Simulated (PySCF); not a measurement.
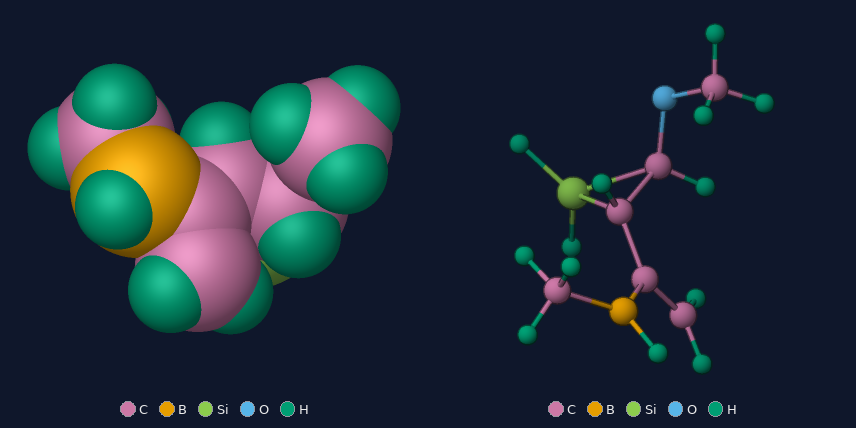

The same structure drawn twice, from different directions.

The geometry was computed by an optimisation with GFN2-xTB. No frequency run is at hand to confirm it as a minimum.

What is the molecular formula?

C6H13BOSi, 22 atoms: 6 carbon, 13 hydrogen, 1 boron, 1 oxygen and 1 silicon.

Name functional groups in it.

Among them: ether, alkene, Si–H bond, B–H bond.

Give the symmetry (Schoenflies symbol).

C1.

More results for the same structure follow; atom numbers are the same in all pictures, views and colours differ.

### Charges

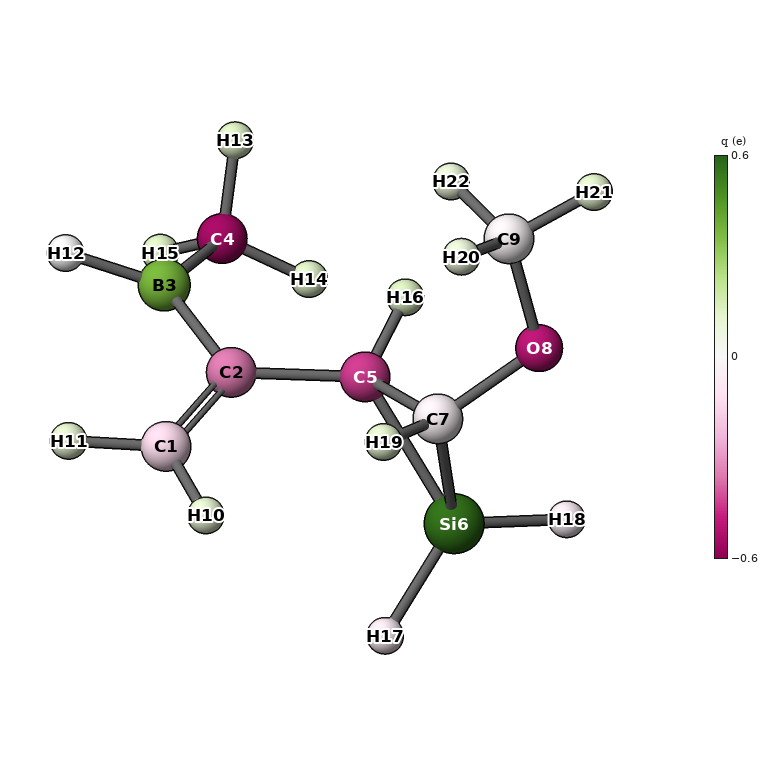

Atoms are coloured by their Mulliken charges. No frequency run is at hand to confirm it as a minimum. Level of theory: PBE0/pcSseg-1, gas phase (PySCF 2.14.0).

Which atom carries the highest charge (most positive or least negative)?

Si6 (0.55 e).

And the lowest?

C4 (−0.54 e).

Give the Mulliken charges atom by atom.

```
atom  value (e)
  C1      −0.13
  C2      −0.34
  B3       0.37
  C4      −0.54
  C5      −0.43
 Si6       0.55
  C7      −0.04
  O8      −0.49
  C9      −0.02
 H10       0.11
 H11       0.11
 H12       0.00
 H13       0.14
 H14       0.13
 H15       0.14
 H16       0.15
 H17      −0.06
 H18      −0.05
 H19       0.12
 H20       0.09
 H21       0.12
 H22       0.09
```

### NMR shielding

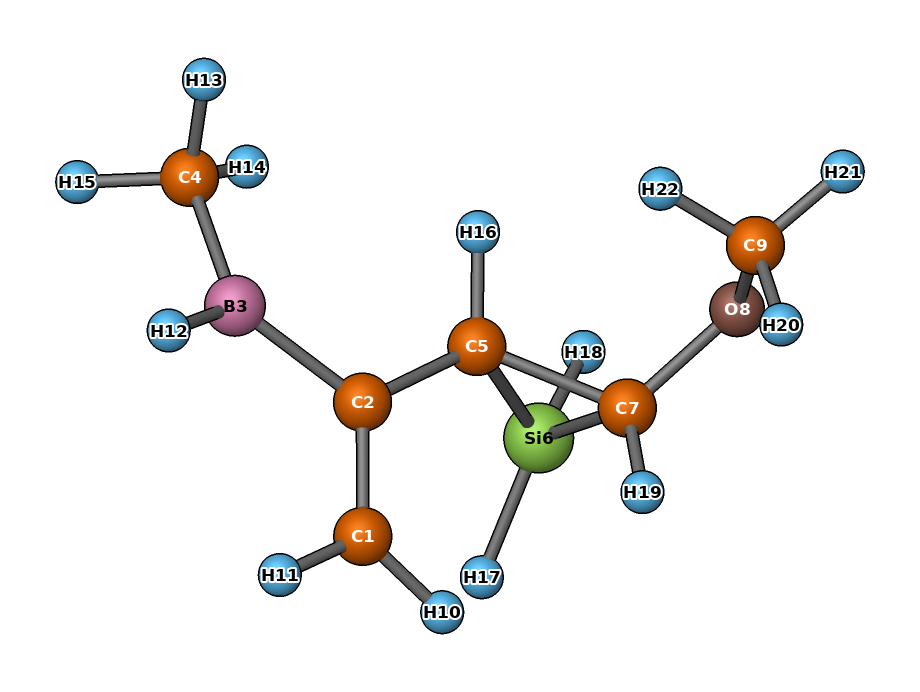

The questions are on isotropic NMR shieldings of the C atoms. No frequency run is at hand to confirm it as a minimum. Method: GIAO PBE0/pcSseg-1 NMR shielding, non-relativistic, gas phase (PySCF 2.14.0).

Give the isotropic NMR shieldings of the C atoms atom by atom.

```json
{"atom": "C1", "σ (ppm)": "52.7"}
{"atom": "C2", "σ (ppm)": "16.4"}
{"atom": "C4", "σ (ppm)": "174.0"}
{"atom": "C5", "σ (ppm)": "162.3"}
{"atom": "C7", "σ (ppm)": "115.2"}
{"atom": "C9", "σ (ppm)": "126.2"}
```

### Electronic properties

No frequency run is at hand to confirm it as a minimum. Properties computed with PBE0/pcSseg-1, gas phase (PySCF 2.14.0).

Give the LUMO energy (Kohn–Sham orbital) at this level.

−1.52 eV.

What is the HOMO energy (Kohn–Sham orbital)?

−6.49 eV.

Estimate the dipole moment.

0.20 D.

Mulliken values depend strongly on the basis set and can even reverse the polarity of a bond. The geometry is semi-empirical. Around B, Si such bond lengths and angles can be off by a tenth of an ångström or more and by several degrees, and values that hang on the shape move with them.
